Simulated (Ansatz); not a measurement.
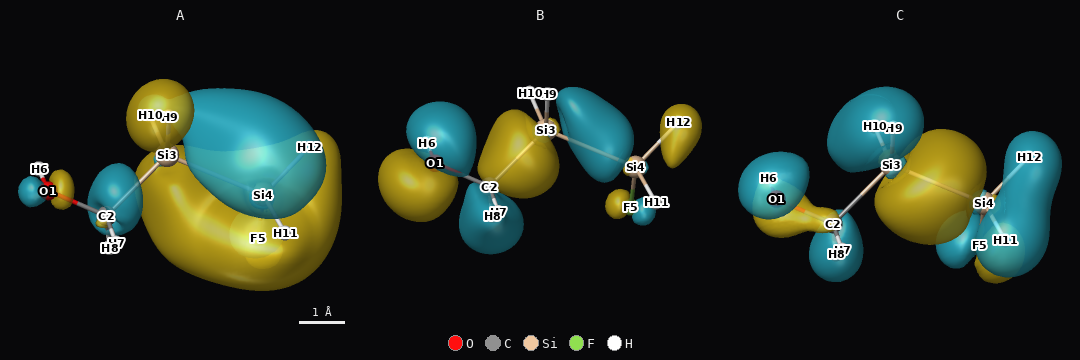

Figure 1: CH₇FOSi₂ (SMILES OC[SiH2][SiH2]F). Three frontier orbitals at ±0.08 Å⁻³ᐟ² (yellow and cyan are the two phases), in no order.

Level of theory: Ansatz 0.2.0, RKS PBE/def2-SVP.

```xyz
12

O    -1.7909   -0.2478    1.9672
C    -1.1224    0.1136    0.7643
Si   -2.3281    0.8601   -0.5352
Si   -1.2787    1.3432   -2.5899
F    -0.5449   -0.0402   -3.1116
H    -2.4204   -0.9591    1.7466
H    -0.3659    0.8816    1.0329
H    -0.5509   -0.7319    0.3070
H    -2.9723    2.1108    0.0049
H    -3.4221   -0.1533   -0.7732
H    -0.2155    2.3996   -2.4386
H    -2.2522    1.7877   -3.6488
```

### Order the three orbitals by energy and name them.

C is the HOMO−1 (−7.16 eV). By Hirshfeld shares it lies mainly on Si3 (about 30 %), Si4 (about 25 %), F5 (about 10 %), O1 (about 10 %), H9 (about 5 %) and H11 (about 5 %). B is the HOMO (−5.84 eV). By Hirshfeld shares it lies mainly on O1 (about 55 %), C2 (about 15 %) and Si3 (about 15 %). A is the LUMO (−1.26 eV). By Hirshfeld shares it lies mainly on Si4 (about 45 %), Si3 (about 20 %) and F5 (about 10 %).

### What is the HOMO–LUMO gap?

4.58 eV between the orbital energies.
